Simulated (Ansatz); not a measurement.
GeH$_{4}$OS

Input

```
crystal:
  periodic: [false, false, false]
  atoms:
    - {symbol: Ge, position_ang: [-0.645710, 0.235295, 0.863383]}
    - {symbol: S, position_ang: [1.351444, -0.035524, -0.922522]}
    - {symbol: O, position_ang: [-1.820643, -0.561208, 0.030629]}
    - {symbol: H, position_ang: [0.453002, 0.319276, -1.858086]}
    - {symbol: H, position_ang: [-0.512682, 1.777109, 0.894490]}
    - {symbol: H, position_ang: [0.182054, -0.406388, 2.003110]}
    - {symbol: H, position_ang: [0.992635, -1.328459, -1.011005]}
basis:
  gaussian: {orbitals: def2-TZVPP}
hamiltonian: {xc: pbe0, dispersion: d4}
output: {orbitals: {seedname: orbitals}}
```

Command:

```sh
ansatz run in.yaml --threads 2 --pin off --events-out ev --progress --plain --max-ram 4352MiB
```

The product side of a reaction path; geometry: PBE0-D4/def2-TZVP.

Computed with Ansatz, RKS PBE0-D4/def2-TZVPP.

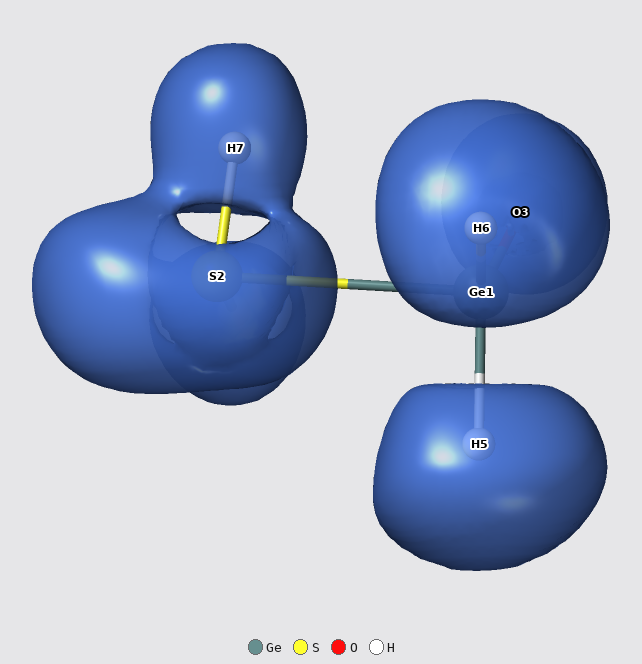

Figure 1. Isosurface of the electron localisation function at 0.75 (blue), seen at a tilt. Core shells and regions of very low density are left out.

### Identify the bonds, lone pairs and shells in this picture.

The ELF exceeds this value in two regions around hydrogen nuclei, one region wrapped around O (its valence shell) and one joined region spread over several atoms (H, S), in which their bonds and any lone pairs are merged.


Ge–O (1.65 Å): the ELF peaks at about 0.75 in the valence shell of O, 0.6 Å from its nucleus, and is about 0.30 at the midpoint. Ge–S (2.69 Å): the ELF peaks at about 0.90 in the valence shell of S, 0.9 Å from its nucleus, and is about 0.60 at the midpoint.

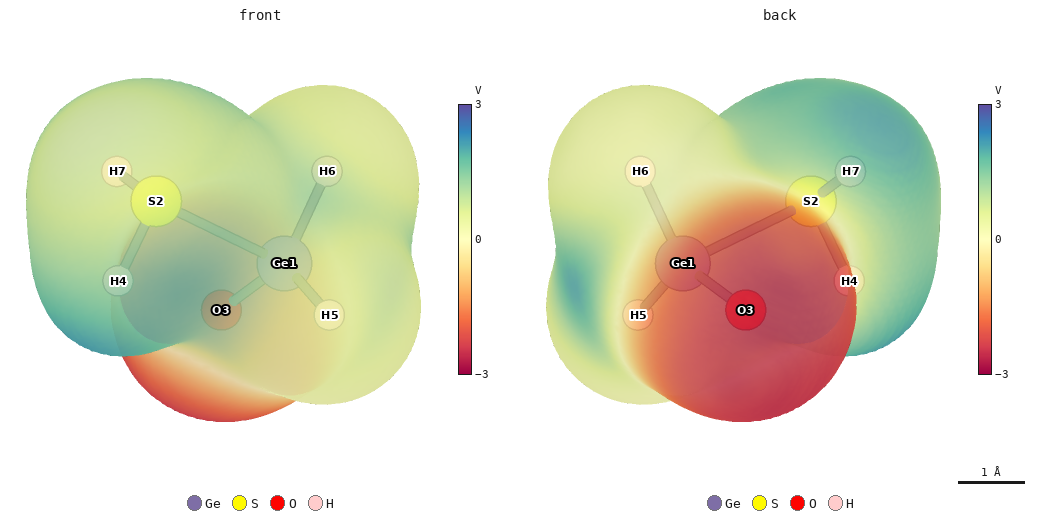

Figure 2. The electrostatic potential painted on the density surface at 0.002 e/bohr³, seen from the front and from behind; red is negative and blue positive.

### Describe the electrostatic potential map.

The most negative region (about −2.6 V) lies over O3, the most positive (about +2.1 V) over Ge1, H4 and H7. O3 is the likeliest acceptor of a hydrogen bond.

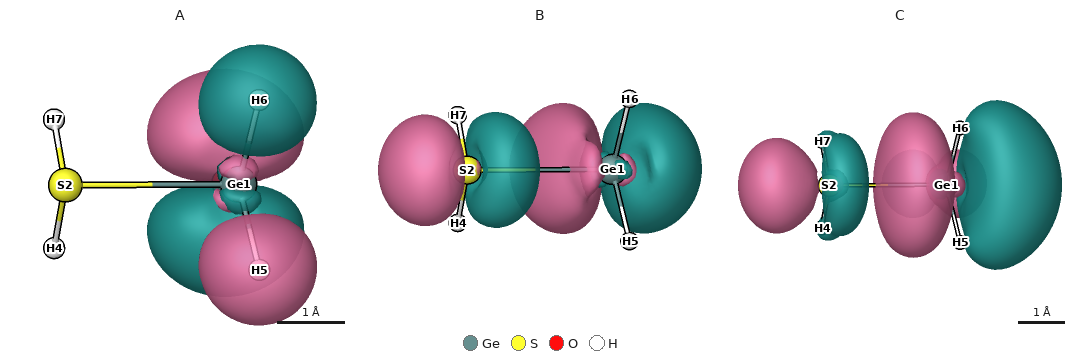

Figure 3. Three frontier orbitals at ±0.08 Å⁻³ᐟ² (teal and pink are the two phases), in no order.

### Order the three orbitals by energy and name them.

B is the HOMO−1 (−7.24 eV). Its weight (Hirshfeld) is mainly on O3 (about 70 %), Ge1 (about 15 %) and S2 (about 15 %); largely a lone pair of O3. A is the HOMO (−6.87 eV). Its weight (Hirshfeld) is mainly on O3 (about 75 %) and Ge1 (about 15 %); largely a lone pair of O3. C is the LUMO (−0.85 eV). It lies mainly on Ge1 (about 55 %), S2 (about 20 %) and O3 (about 10 %).

### What is the HOMO–LUMO gap?

6.02 eV between the orbital energies.
